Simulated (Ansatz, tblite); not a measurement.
**SiEt(OAc)3 (C8H14O6Si): rung by rung**

Aim: run the singlet of SiEt(OAc)3 (C8H14O6Si) at one geometry on many levels, and compare frontier levels, spin and run time.

Method: as each input shows; program: Ansatz 0.2.0, Gaussian basis.

Levels to be run: GFN1-xTB, GFN2-xTB, PBE-D4/def2-TZVP, r2SCAN-D4/def2-TZVP, PBE-D4/def2-SVP, PBE0-D4/def2-SVP, HF/6-31G, B3LYP-D4/6-31G, MP2/def2-SVP.

5 further runs of the same task are left out: 3 that didn't finish, 2 set aside as unsound or not needed. Runs told in other sessions of the task aren't counted.

## Step 1: The relaxed structure

The singlet was relaxed beforehand with PBE-D4/def2-SVP.

29 atoms, charge 0, spin multiplicity 1.

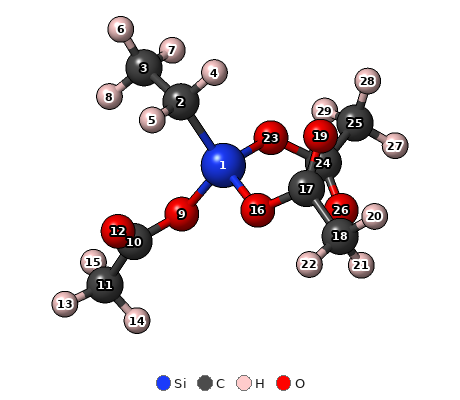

The geometry (silicon blue, carbon dark grey, hydrogen pink, oxygen red); atoms are numbered from 1 in the order of the file.

PBE0-D4/def2-TZVP was run before; its log isn't repeated, and its numbers join the tables.

## Step 2: GFN1-xTB

Tight binding, by tblite at 300 K electronic temperature and without a spin-polarisation term:

```python
tblite.interface.Calculator('GFN1-xTB', numbers, positions, charge=0, uhf=0).singlepoint()
```

Energy -1489.9825 eV, HOMO -11.98 eV, LUMO -7.35 eV; 0.026 s.

## Step 3: GFN2-xTB

Tight binding, by tblite at 300 K electronic temperature and without a spin-polarisation term:

```python
tblite.interface.Calculator('GFN2-xTB', numbers, positions, charge=0, uhf=0).singlepoint()
```

Energy -1375.9797 eV, HOMO -11.36 eV, LUMO -6.92 eV; 0.021 s.

## Step 4: PBE-D4/def2-TZVP

start.molden holds the orbitals of an earlier run on this state, given as this run's starting guess.

in.yaml

```yaml
crystal:
  periodic: [false, false, false]
  atoms:
    - {symbol: Si, position_ang: [0.038118, 0.046653, 0.358528]}
    - {symbol: C, position_ang: [-0.085578, -0.191645, 2.194297]}
    - {symbol: C, position_ang: [0.803358, -1.319859, 2.740335]}
    - {symbol: H, position_ang: [-1.160801, -0.380874, 2.402572]}
    - {symbol: H, position_ang: [0.169696, 0.783850, 2.658915]}
    - {symbol: H, position_ang: [0.666594, -1.442392, 3.833715]}
    - {symbol: H, position_ang: [0.566968, -2.292726, 2.262424]}
    - {symbol: H, position_ang: [1.879703, -1.114123, 2.564645]}
    - {symbol: O, position_ang: [1.638438, 0.211261, -0.234143]}
    - {symbol: C, position_ang: [2.429608, 1.214517, 0.240462]}
    - {symbol: C, position_ang: [3.771144, 1.245078, -0.444380]}
    - {symbol: O, position_ang: [2.059992, 1.979930, 1.111695]}
    - {symbol: H, position_ang: [4.408207, 2.025376, 0.006064]}
    - {symbol: H, position_ang: [3.627328, 1.450018, -1.524468]}
    - {symbol: H, position_ang: [4.259538, 0.253560, -0.369806]}
    - {symbol: O, position_ang: [-0.766156, 1.412895, -0.273738]}
    - {symbol: C, position_ang: [-2.127930, 1.389938, -0.314569]}
    - {symbol: C, position_ang: [-2.686621, 2.497844, -1.161558]}
    - {symbol: O, position_ang: [-2.773911, 0.530722, 0.259750]}
    - {symbol: H, position_ang: [-3.781321, 2.559173, -1.037342]}
    - {symbol: H, position_ang: [-2.441951, 2.267518, -2.218999]}
    - {symbol: H, position_ang: [-2.202715, 3.462281, -0.915026]}
    - {symbol: O, position_ang: [-0.455342, -1.406605, -0.374566]}
    - {symbol: C, position_ang: [-0.969411, -1.551468, -1.632633]}
    - {symbol: C, position_ang: [-1.366474, -2.982011, -1.895046]}
    - {symbol: O, position_ang: [-1.092669, -0.628952, -2.411575]}
    - {symbol: H, position_ang: [-1.697209, -3.096289, -2.941632]}
    - {symbol: H, position_ang: [-2.190879, -3.261027, -1.207101]}
    - {symbol: H, position_ang: [-0.519723, -3.662655, -1.676829]}
basis:
  gaussian: {orbitals: def2-TZVP, initial_orbitals: start.molden}
hamiltonian: {xc: pbe, dispersion: d4}
scf: {omitted_lower_state_checks: [starts]}
output: {orbitals: {seedname: orbitals}}
```

Command:

```
$ ansatz run in.yaml --threads 4 --pin off --events-out ev --progress --plain --max-ram 6963MiB
```

Standard output:

```text
Functional definition: PBE
  name "PBE"
  cite "Perdew, Burke & Ernzerhof, Phys. Rev. Lett. 77, 3865 (1996) doi:10.1103/PhysRevLett.77.3865"
  parent pbe
  parameter kappa = 0.804
  parameter beta = 0.06672455060314922
  exchange = pbe_x(kappa = kappa, mu = beta*pi^2/3)
  correlation = pbe_c(beta = beta)
these checks for a lower state are left out or cut short: starts
3214 factors; their error is unknown
mean field evaluation 1: about -28670.3231 eV, gradient 1.8e1 eV
mean field evaluation 2: about -28670.6853 eV, gradient 3.9e-1 eV
mean field evaluation 4: about -28670.6087 eV, gradient 2.0e-3 eV
mean field -28670.60871928 eV, -1053.6254367968 hartree, gradient 1.7e-5 eV, S^2 0.000000; 0 other end points of the search recorded, 0 dependent functions left out
reference -28670.60878937 eV, -1053.6254393726 hartree; 62, 62 occupied and 493, 493 virtual orbitals, 3214 factors
Total energy: -28671.45781399 eV, -1053.6566404522 hartree
Checks for a lower state left out: starts
```

Run time: 13 s. Hardware: 4 threads of Arm Neoverse V1, shared host; peak memory 1.8 GiB.

Report: HOMO -6.39 eV, LUMO -1.38 eV.

## Step 5: r2SCAN-D4/def2-TZVP

Edit in.yaml of step 4 so:

```diff
@@ -34,3 +34,3 @@
   gaussian: {orbitals: def2-TZVP, initial_orbitals: start.molden}
-hamiltonian: {xc: pbe, dispersion: d4}
+hamiltonian: {xc: r2scan, dispersion: d4}
 scf: {omitted_lower_state_checks: [starts]}
```

Launched as before.

Standard output:

```text
Functional definition: r2SCAN
  name "r2SCAN"
  cite "Furness, Kaplan, Ning, Perdew & Sun, J. Phys. Chem. Lett. 11, 8208 (2020) doi:10.1021/acs.jpclett.0c02405"
  cite "Furness, Kaplan, Ning, Perdew & Sun, J. Phys. Chem. Lett. 11, 9248 (2020) doi:10.1021/acs.jpclett.0c03077"
  parent r2scan
  parameter k0 = 0.174
  parameter k1 = 0.065
  parameter a1 = 4.9479
  exchange = r2scan_x(k0 = k0, k1 = k1, a1 = a1)
  correlation = r2scan_c
these checks for a lower state are left out or cut short: starts
3214 factors; their error is unknown
mean field evaluation 1: about -28687.1889 eV, gradient 9.1e0 eV
mean field evaluation 2: about -28687.2946 eV, gradient 1.2e-1 eV
mean field evaluation 4: about -28687.2274 eV, gradient 9.7e-4 eV
mean field -28687.22736217 eV, -1054.2361606585 hartree, gradient 2.0e-5 eV, S^2 0.000000; 0 other end points of the search recorded, 0 dependent functions left out
reference -28687.22738247 eV, -1054.2361614047 hartree; 62, 62 occupied and 493, 493 virtual orbitals, 3214 factors
Total energy: -28687.47971291 eV, -1054.2454343772 hartree
Checks for a lower state left out: starts
```

Wall time 25 s (4 threads of Arm Neoverse V1, shared host); peak memory 1.8 GiB.

Report: HOMO -6.74 eV, LUMO -1.11 eV.

## Step 6: PBE-D4/def2-SVP

Edit in.yaml of step 5 so:

```diff
@@ -33,4 +33,4 @@
 basis:
-  gaussian: {orbitals: def2-TZVP, initial_orbitals: start.molden}
-hamiltonian: {xc: r2scan, dispersion: d4}
+  gaussian: {orbitals: def2-SVP, initial_orbitals: start.molden}
+hamiltonian: {xc: pbe, dispersion: d4}
 scf: {omitted_lower_state_checks: [starts]}
```

Same command.

Standard output:

```text
Functional definition: PBE
  name "PBE"
  cite "Perdew, Burke & Ernzerhof, Phys. Rev. Lett. 77, 3865 (1996) doi:10.1103/PhysRevLett.77.3865"
  parent pbe
  parameter kappa = 0.804
  parameter beta = 0.06672455060314922
  exchange = pbe_x(kappa = kappa, mu = beta*pi^2/3)
  correlation = pbe_c(beta = beta)
these checks for a lower state are left out or cut short: starts
3130 factors; their error is unknown
mean field evaluation 1: about -28643.2828 eV, gradient 1.6e1 eV
mean field evaluation 2: about -28643.9870 eV, gradient 4.8e-1 eV
mean field evaluation 4: about -28643.8364 eV, gradient 1.3e-3 eV
mean field -28643.83643538 eV, -1052.6415735104 hartree, gradient 1.4e-5 eV, S^2 0.000000; 0 other end points of the search recorded, 0 dependent functions left out
reference -28643.83649677 eV, -1052.6415757665 hartree; 62, 62 occupied and 222, 222 virtual orbitals, 3130 factors
Total energy: -28644.68552139 eV, -1052.6727768461 hartree
Checks for a lower state left out: starts
```

Run time: 6 s. Hardware: 4 threads of Arm Neoverse V1, shared host.

From the report: HOMO -6.21 eV, LUMO -1.19 eV.

## Step 7: PBE0-D4/def2-SVP

Edit in.yaml of step 6 so:

```diff
@@ -34,3 +34,3 @@
   gaussian: {orbitals: def2-SVP, initial_orbitals: start.molden}
-hamiltonian: {xc: pbe, dispersion: d4}
+hamiltonian: {xc: pbe0, dispersion: d4}
 scf: {omitted_lower_state_checks: [starts]}
```

Launched as before.

Standard output:

```text
Functional definition: PBE0
  name "PBE0"
  cite "Adamo & Barone, J. Chem. Phys. 110, 6158 (1999) doi:10.1063/1.478522"
  cite "Perdew, Burke & Ernzerhof, Phys. Rev. Lett. 77, 3865 (1996) doi:10.1103/PhysRevLett.77.3865"
  parent pbe
  parameter a = 0.25
  parameter kappa = 0.804
  parameter beta = 0.06672455060314922
  exchange = (1 - a)*pbe_x(kappa = kappa, mu = beta*pi^2/3) + a*exact_x
  correlation = pbe_c(beta = beta)
these checks for a lower state are left out or cut short: starts
3130 factors; their error is unknown
mean field evaluation 1: about -28644.9374 eV, gradient 1.4e1 eV
mean field evaluation 2: about -28645.3598 eV, gradient 3.0e-1 eV
mean field evaluation 4: about -28645.4098 eV, gradient 5.9e-4 eV
mean field -28645.40978520 eV, -1052.6993930499 hartree, gradient 9.8e-6 eV, S^2 0.000000; 0 other end points of the search recorded, 0 dependent functions left out
reference -28645.40983328 eV, -1052.6993948169 hartree; 62, 62 occupied and 222, 222 virtual orbitals, 3130 factors
Total energy: -28646.14532737 eV, -1052.7264237262 hartree
Checks for a lower state left out: starts
```

It took 13 s on 4 threads of Arm Neoverse V1, shared host; peak memory 1.9 GiB.

HOMO -7.97 eV, LUMO -0.11 eV.

## Step 8: HF/6-31G

Edit in.yaml of step 7 so:

```diff
@@ -33,4 +33,4 @@
 basis:
-  gaussian: {orbitals: def2-SVP, initial_orbitals: start.molden}
-hamiltonian: {xc: pbe0, dispersion: d4}
+  gaussian: {orbitals: 6-31G}
+hamiltonian: {xc: hf}
 scf: {omitted_lower_state_checks: [starts]}
```

Launched as before.

Standard output:

```text
Functional definition: HF
  name "HF"
  cite "Fock, Z. Phys. 61, 126 (1930) doi:10.1007/BF01340294"
  parent pbe
  exchange = exact_x
  correlation = 0
these checks for a lower state are left out or cut short: starts
2054 factors; integrals over basis functions are off by at most 1.9e-4 eV
mean field evaluation 1: about -28532.8056 eV, gradient 7.2e1 eV
mean field evaluation 2: about -28532.8341 eV, gradient 7.2e1 eV
mean field evaluation 4: about -28544.4427 eV, gradient 6.8e0 eV
mean field evaluation 8: about -28544.6201 eV, gradient 1.5e-1 eV
mean field -28544.61859305 eV, -1048.9953850570 hartree, gradient 2.2e-5 eV, S^2 0.000000; 0 other end points of the search recorded, 0 dependent functions left out
reference -28544.61859305 eV, -1048.9953850570 hartree; 62, 62 occupied and 105, 105 virtual orbitals, 2054 factors
Total energy: -28544.61859305 eV, -1048.9953850570 hartree
Checks for a lower state left out: starts
```

Wall time 3 s (4 threads of Arm Neoverse V1, shared host).

Report: HOMO -12.01 eV, LUMO 3.95 eV.

## Step 9: B3LYP-D4/6-31G

Edit in.yaml of step 8 so:

```diff
@@ -34,3 +34,3 @@
   gaussian: {orbitals: 6-31G}
-hamiltonian: {xc: hf}
+hamiltonian: {xc: {name: B3LYP}, dispersion: d4}
 scf: {omitted_lower_state_checks: [starts]}
```

Launched as before.

Standard output (excerpt; [...] marks lines left out):

```text
Functional definition: B3LYP
  name "B3LYP"
  cite "Stephens, Devlin, Chabalowski & Frisch, J. Phys. Chem. 98, 11623 (1994) doi:10.1021/j100096a001"
  cite "Becke, Phys. Rev. A 38, 3098 (1988) doi:10.1103/PhysRevA.38.3098"
  cite "Lee, Yang & Parr, Phys. Rev. B 37, 785 (1988) doi:10.1103/PhysRevB.37.785"
  cite "Vosko, Wilk & Nusair, Can. J. Phys. 58, 1200 (1980) doi:10.1139/p80-159"
[...]
2054 factors; integrals over basis functions are off by at most 1.9e-4 eV
[...]
mean field -28681.15281505 eV, -1054.0129251693 hartree, gradient 8.4e-6 eV, S^2 0.000000; 0 other end points of the search recorded, 0 dependent functions left out
reference -28681.15314565 eV, -1054.0129373188 hartree; 62, 62 occupied and 105, 105 virtual orbitals, 2054 factors
Total energy: -28682.48366870 eV, -1054.0618331392 hartree
Checks for a lower state left out: starts
```

Run time: 6 s. Hardware: 4 threads of Arm Neoverse V1, shared host.

From the report: HOMO -7.70 eV, LUMO -0.50 eV.

## Step 10: MP2/def2-SVP

Edit in.yaml of step 9 so:

```diff
@@ -33,4 +33,4 @@
 basis:
-  gaussian: {orbitals: 6-31G}
-hamiltonian: {xc: {name: B3LYP}, dispersion: d4}
+  gaussian: {orbitals: def2-SVP, initial_orbitals: start.molden}
+correlation: {method: mp2}
 scf: {omitted_lower_state_checks: [starts]}
```

Launched as before.

Standard output:

```text
Functional definition: HF
  name "HF"
  cite "Fock, Z. Phys. 61, 126 (1930) doi:10.1007/BF01340294"
  parent pbe
  exchange = exact_x
  correlation = 0
these checks for a lower state are left out or cut short: starts
2841 factors; integrals over basis functions are off by at most 1.4e-3 eV
mean field evaluation 1: about -28535.2194 eV, gradient 3.7e1 eV
mean field evaluation 2: about -28537.7219 eV, gradient 2.2e0 eV
mean field evaluation 4: about -28538.0655 eV, gradient 7.8e-1 eV
mean field evaluation 8: about -28538.0669 eV, gradient 3.6e-5 eV
mean field -28538.06692965 eV, -1048.7546158681 hartree, gradient 1.1e-6 eV, S^2 0.000000; 0 other end points of the search recorded, 0 dependent functions left out
19 core orbitals not correlated: weight in the atoms' cores, before any rotation towards them, 1.000 or more for the frozen orbitals, at most 0.000 for the correlated occupied ones
reference -28538.06692965 eV, -1048.7546158681 hartree; 43, 43 occupied and 222, 222 virtual orbitals, 2841 factors
second order -61.64969245 eV of doubles, -0.00000000 eV of singles
Total energy: -28599.71662210 eV, -1051.0202002779 hartree
Checks for a lower state left out: starts
```

Wall time 13 s (4 threads of Arm Neoverse V1, shared host); peak memory 1.1 GiB.

From the report: Hartree-Fock HOMO -12.04 eV, LUMO 4.19 eV.

## Step 11: Comparison

```csv
level,functions,HOMO (eV),LUMO (eV),gap (eV),time
HF/6-31G,167,-12.01,3.95,15.96,3 s
PBE-D4/def2-SVP,284,-6.21,-1.19,5.01,6 s
PBE-D4/def2-TZVP,555,-6.39,-1.38,5.00,13 s
r2SCAN-D4/def2-TZVP,555,-6.74,-1.11,5.62,25 s
B3LYP-D4/6-31G,167,-7.70,-0.50,7.20,6 s
PBE0-D4/def2-SVP,284,-7.97,-0.11,7.87,13 s
PBE0-D4/def2-TZVP,555,-8.06,-0.24,7.81,46 s
```

The pieces so far (eV):

```csv
basis,HF,MP2 correlation,total
def2-SVP,-28538.0669,-61.6497,-28599.7166 (MP2)
```

## Step 12: Binding energy

Free atoms were run apart at each level; binding is atoms less cluster, divided by the number of atoms, without zero-point or spin-orbit terms.

```csv
level,binding an atom (eV)
HF/6-31G,2.897
HF/def2-SVP,3.311
PBE-D4/def2-SVP,4.757
PBE-D4/def2-TZVP,4.704
r2SCAN-D4/def2-TZVP,4.589
B3LYP-D4/6-31G,4.307
PBE0-D4/def2-SVP,4.631
PBE0-D4/def2-TZVP,4.583
MP2/def2-SVP,4.450
```

## Step 13: Summary of results

| quantity | value |
| --- | --- |
| gap in def2-TZVP, named functionals, smallest and largest | 5.00 eV (PBE-D4), 7.81 eV (PBE0-D4) |
| correlation energy, MP2/def2-SVP | -61.65 eV |
| binding an atom, functionals in def2-TZVP | 4.58 (PBE0-D4) to 4.70 eV (PBE-D4) |
| PBE0 total energy, smallest basis above largest | 26.56 eV (def2-SVP, def2-TZVP) |

In words: Orbital gaps of the named functionals in def2-TZVP span 5.00 eV (PBE-D4) to 7.81 eV (PBE0-D4); exact exchange widens it.

The slowest run with a step of its own, r2SCAN-D4/def2-TZVP, took 25 s; the quickest functional in def2-TZVP took 13 s (shared host).
